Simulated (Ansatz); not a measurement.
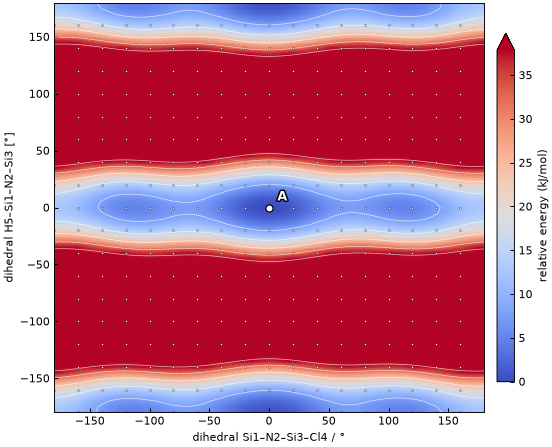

ClH₅NSi₂, SMILES [SiH2+]N[SiH2]Cl, charge +1. 
- First axis: dihedral Si1–N2–Si3–Cl4. Second axis: dihedral H5–Si1–N2–Si3.
- Nothing is relaxed (all other coordinates rigid).
- The grid has 18 × 18 points; 230 points were computed and 94 follow by symmetry.
- All energies are given in kJ/mol relative to the lowest grid point.
- Method: RKS r2SCAN-D4/def2-SVP in Ansatz 0.2.0.

The picture shows a smooth colour map with a few white contour lines, dots at the grid points, one colour for all values above the top of the scale, the well A. Between grid points the surface is interpolated.

**Estimate the position of the minimum and the force constants in these coordinates. Take the well at A.**

The interpolated minimum is at dihedral Si1–N2–Si3–Cl4 ≈ 0°, dihedral H5–Si1–N2–Si3 ≈ 0°. The curvatures there are about 0.21 eV/rad² and 1.4 eV/rad², with a cross term of about 0 eV/rad². Round the minimum the two coordinates are nearly uncoupled. (1 eV is 96.5 kJ/mol.)
